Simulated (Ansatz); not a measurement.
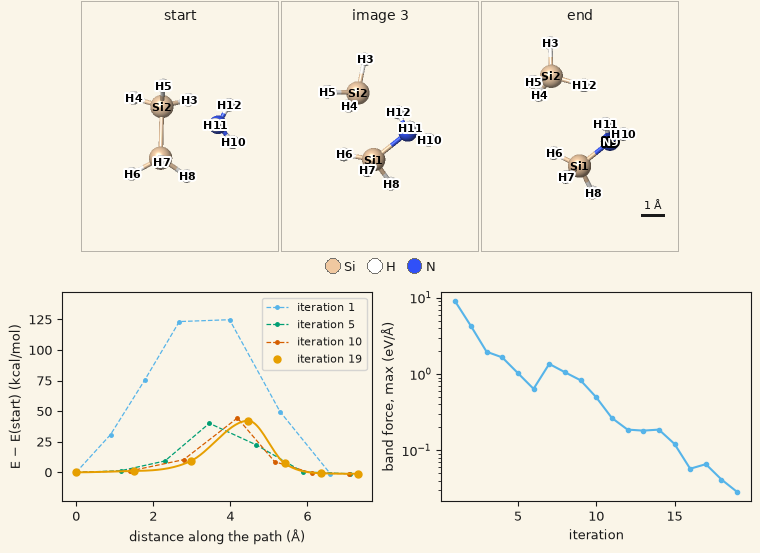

A search for the minimum-energy path of Si2NH9, made up at the start of Si$_{2}$H$_{6}$ and NH$_{3}$ by the nudged elastic band. Images are numbered from 0 (start) to 6 (end). The plot follows the band through its iterations. Style: ball-and-stick. Shown at a tilt.

Level of theory: RKS PBE/6-31G* (Ansatz 0.2.0). Run with 5 movable images; climbing image; force threshold 0.05 eV/Å; iteration limit 60; starting path through a guess of the saddle point.

Question: Did the band converge, and can the barrier be trusted?

Answer: The run is converged, with reservations. The band converged in 19 iterations. The largest component of the band force went from 8.9 to 0.029 eV/Å. The climbing image converged on the top of the path. Its vibrational analysis gives 2 imaginary modes over 30i cm⁻¹, so it isn't confirmed as a transition state. The first iteration put the highest image at 124.8 kcal/mol. The highest point, image 3, lies 42.2 kcal/mol above the start and 43.4 kcal/mol above the end; the end is at −1.1 kcal/mol relative to the start.

Limits of the set-up: the start holds two separate molecules, 2.8 Å apart at their closest, whose relative position is a soft coordinate and is computed without a dispersion correction.

Cost: 3.6 min on 1 thread of Arm Neoverse V2, with other jobs on the host, peak memory 0.11 GiB.
